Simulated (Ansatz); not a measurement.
Electronic density of states of amorphous Al₂₈O₄₅Y₂, density 3.19 g/cm³, on a 2×2×2 Γ-centred mesh with a Gaussian width of 0.1 eV; energies count from the Fermi level, whose place inside the gap is arbitrary. Cell and mesh are small, so fine structure isn't converged. Level of theory: PBE, scalar-relativistic without spin-orbit coupling (plane waves to 420 eV, PAW; Ansatz, a program for electronic structure). Sampling: a 2×2×2 Γ-centred mesh; Fermi-Dirac width 0.02 eV; no spin polarisation. At PBE the levels at the filled edge of the gap are localised (band-tail or defect states), and the nearest spread-out levels lie 4.0 eV apart at the zone centre.

A CHGNet melt-quench gave the starting glass, which DFT then relaxed. O atoms were pushed apart under 1.9 Å during the dynamics, to hinder bonds among them. The hot cell started wider than the set density and was brought back towards it in steps. It is the lowest in DFT energy of 2 quenches. It is a model cell: composition and starting density were chosen by hand, and all elements were melted together. No dispersion term was used. Its density started from a set value of 3.27 and ended at 3.19 g/cm³. The simulated quench (nominally 340 K/ps over its main leg) is rapid and tends to freeze in more defects than a deposited or slowly cooled glass has. One small periodic cell is one sample of the glass; other quenches scatter about these values. Volume and shape were free in the relaxation.

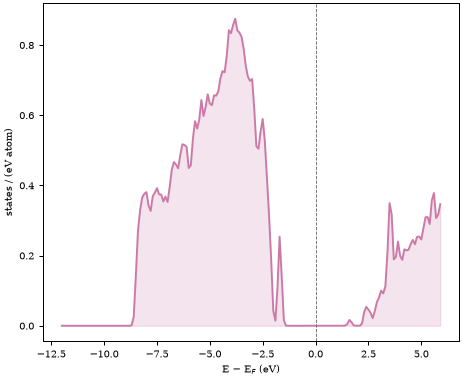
Fig. 1. Density of states per atom

The level gap on this mesh is 3.28 eV; the broadening fills part of it in the curve.
